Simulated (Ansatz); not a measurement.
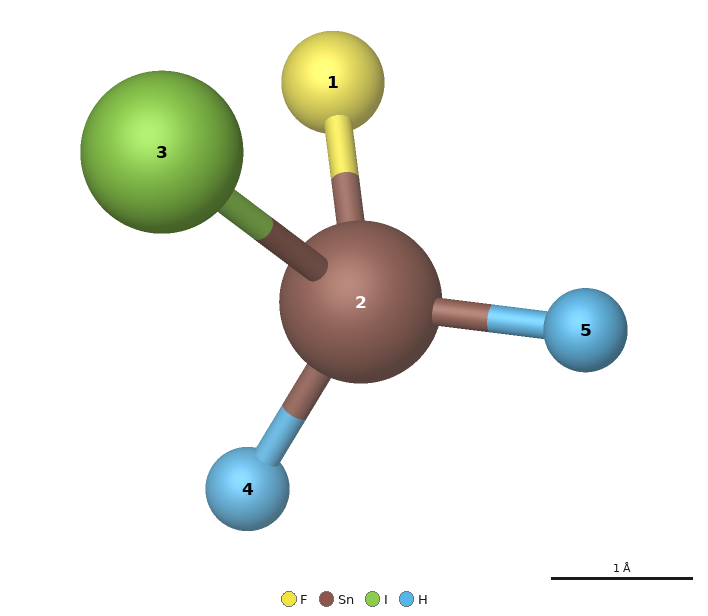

Figure made from data computed with Ansatz.

Atoms carry their numbers in the input. Geometry: moved along internal coordinates away from the minimum.

Q: Which bond is the longest?

A: Sn2–I3, 2.567 Å.
